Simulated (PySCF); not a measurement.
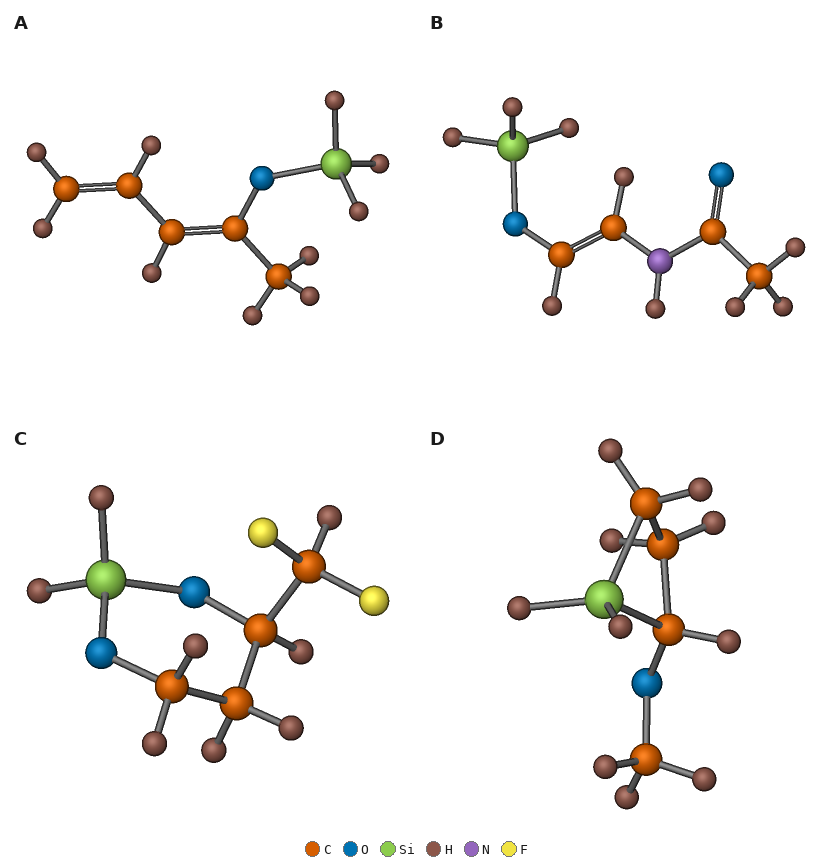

Source: calculation with PySCF.

Which panel belongs to which SMILES?
(1) C=C/C=C(/C)O[SiH3]
(2) CO[C@H]1CC[SiH2]1
(3) CC(=O)N/C=C/O[SiH3]
(4) FC(F)[C@H]1CCO[SiH2]O1

A is (1), B is (3), C is (4), D is (2).
